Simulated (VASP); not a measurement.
Given:

```
CELL_PARAMETERS angstrom
      0.00000     3.13346     3.13346
      3.13346     0.00000     3.13346
      3.13346     3.13346     0.00000
ATOMIC_POSITIONS crystal
  Nb 0.00000 0.00000 0.00000
  Sb 0.25000 0.25000 0.25000
```

The numbers are results of r2SCAN meta-GGA, VASP's PBE PAW potentials (set 64) (plane waves; VASP 6.6.1), not measurements. Numerical set-up: 400 eV cut-off, 11×11×11 Γ-centred mesh, tetrahedra with Blöchl corrections, potentials Nb_sv Sb.

Unless said otherwise, spin-orbit coupling is left out, though it shifts the bands of the heavy elements here.

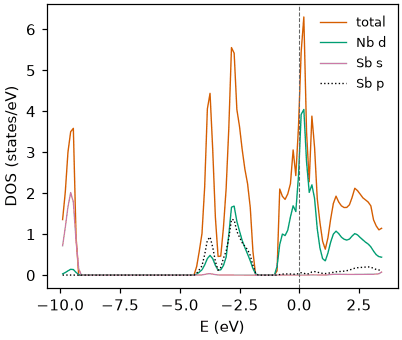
Fig. 1. Total and projected density of states, zero at the Fermi level

Within 2 eV below the Fermi level the largest weight inside VASP's projection spheres is Nb d.

It has no gap at this level: it comes out as a metal or semimetal.

The structure was generated: NbSb was put into the zinc blende type (F-43m), which need not be its known phase. It was relaxed first, which changed the volume by -28 %.
